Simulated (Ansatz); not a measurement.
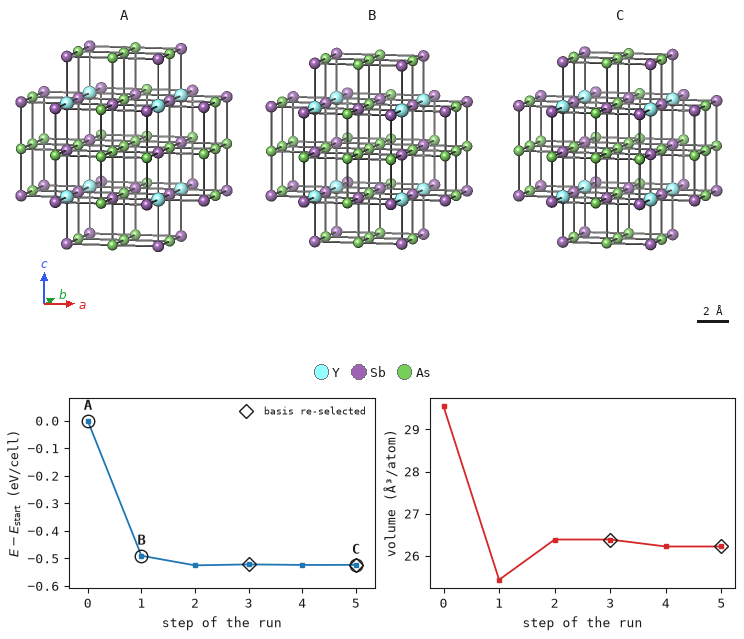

Frames of a relaxation of crystalline YSb$_{3}$As$_{4}$ (a generated structure, set up in Pm-3m) (coarse preliminary run), marked on the history of the run. The picture is a ball-and-stick view of the cell of the calculation, seen slightly off an axis.

All numbers below come from DFT PBE, scalar-relativistic, plane waves, PAW (Ansatz 0.2.0). Set-up: plane-wave cutoff 420 eV; k-point mesh 4 × 4 × 4; occupations gaussian; smearing width 0.1 eV; no spin polarisation; cell and atoms relaxed; force threshold 0.04 eV/Å; at most 70 steps.

Question: Describe the path.

Answer: After 3 accepted moves (5 points after the start) the energy has fallen by 0.523 eV per cell of the calculation. All forces vanish by symmetry, so only the cell relaxes. The pressure goes from −5.65 to −0.02 GPa. The SCF was repeated twice at an unchanged geometry on a basis and grid sized afresh for the cell, which shifted the energy by 3.5 meV per cell of the calculation at most. The atoms keep their places relative to the cell (all moves are under 0.005 Å). Cell: a = b = c 6.183 → 5.942 Å (−3.9 %). Volume −11.2 %. Among the contacts that change: Sb–Y 3.091 → 2.971 Å, As–As 3.091 → 2.971 Å, As–Sb 3.091 → 2.971 Å. The space group stays Pm-3m (No. 221). From step 0 to 1: volume −13.9 %, energy −0.490 eV per cell of the calculation. From step 1 to 5: volume +3.1 %, energy −33.2 meV per cell of the calculation.

| step | E − E(0), meV/atom | pressure, GPa | volume, Å³/atom | note |
| --- | --- | --- | --- | --- |
| 0 | 0.00 | -5.65 | 29.546 |  |
| 1 | -61.25 | 1.99 | 25.432 |  |
| 2 | -65.61 | -0.40 | 26.388 |  |
| 3 | -65.18 | -0.40 | 26.388 | same geometry, new basis |
| 4 | -65.42 | -0.02 | 26.223 |  |
| 5 | -65.40 | -0.02 | 26.223 | same geometry, new basis |
